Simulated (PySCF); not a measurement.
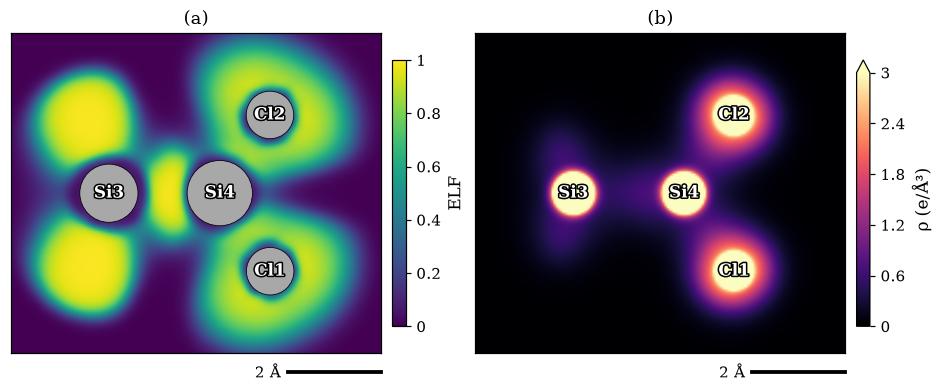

Figure 1: Cl₂H₃Si₂ (charge +1). (a) ELF; (b) electron density on the plane of atoms Cl1, Si4 and Cl2. Grey discs cover the atomic cores in the ELF map.

Geometry: PBE0-D3(BJ)/def2-SVP.

The calculation used Gaussian-basis quantum chemistry of an isolated molecule with PySCF, energy and nuclear gradient, functional PBE0 (PySCF 2.14.0).

Input

```
import pyscf.grad
from pyscf import gto, dft

system = gto.M(
    atom=[
    ('Cl', (-0.003578, 0.618502, -2.587655)),
    ('Cl', (-3.148241, -0.204818, -3.386345)),
    ('Si', (-1.997273, -1.214815, 0.132062)),
    ('Si', (-1.701427, -0.251602, -2.020227)),
    ('H', (-2.511251, -0.049594, 0.899937)),
    ('H', (-0.624411, -1.649817, 0.488574)),
    ('H', (-2.988723, -2.288698, -0.123056)),
],
    charge=1,
    basis='def2-tzvpd',
    max_memory=3720,
    verbose=3,
)

calc0 = dft.RKS(system, xc='pbe0')
calc0 = calc0.density_fit(auxbasis='def2-universal-jkfit')
calc0.conv_tol = 1e-09
calc0.grids.level = 3
calc0.max_cycle = 100
calc0.kernel()
if not calc0.converged:
    calc0 = calc0.newton().run(calc0.mo_coeff, calc0.mo_occ)

e_tot = calc0.e_tot
print('E = %.10f Eh' % e_tot)
grad = calc0.Gradients().kernel()
calc0.analyze()
```

Launched as:

```sh
OMP_NUM_THREADS=2 python calc.py
```

Interpret the plot.

Answer.
- Atoms in the plane: Cl and Si.
- Si–Cl (1.99 Å): ρ is about 1 e/Å³ halfway; the ELF peaks at about 0.85 between the atoms, as expected for a shared but strongly polarised pair.
- Si–Si (2.38 Å): ρ at the midpoint is about 0.58 e/Å³; the ELF peaks at about 1 between the atoms (localised, covalent bonding).
- The ELF also peaks beside Cl1 and Cl2, away from the bonds: lone-pair regions.
